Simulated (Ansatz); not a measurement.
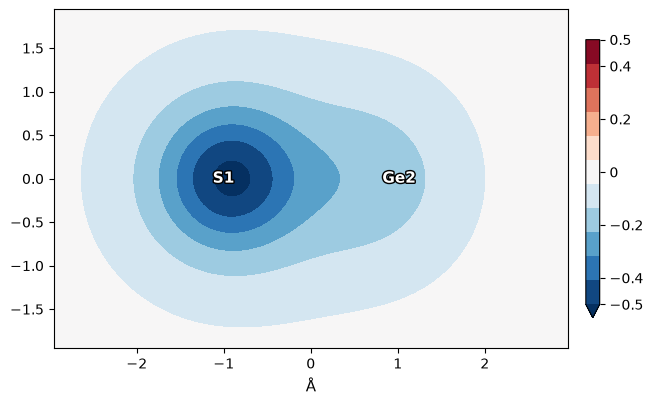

*GeS (germanium sulfide (GeS)). The HOMO on a plane 0.8 Å above a plane that holds the molecular axis (values in Å⁻³ᐟ²; the overall sign is arbitrary).*

Geometry: measured bond length.

All numbers below come from Ansatz 0.2.0, isolated molecule in a Gaussian basis; Hartree-Fock.

Input

```
crystal:
  periodic: [false, false, false]
  atoms:
    - {symbol: S, position_ang: [0.000000, 0.000000, 0.000000]}
    - {symbol: Ge, position_ang: [0.000000, 0.000000, 2.012086]}
basis:
  gaussian: {orbitals: def2-SVP}
hamiltonian: {xc: hf}
accuracy: high
output: {forces: true, orbitals: {seedname: orbitals}}
```

Launched as:

```sh
ansatz run molecule.yaml --threads 1 --pin off --max-ram 2610MiB --events-out events.jsonl --progress --plain --runs-dir runs
```

> What is the character of this orbital?

By Hirshfeld shares it lies mainly on S1 (about 75 %) and Ge2 (about 25 %). It is one of a degenerate set, so its orientation is arbitrary. Its energy is −10.19 eV.
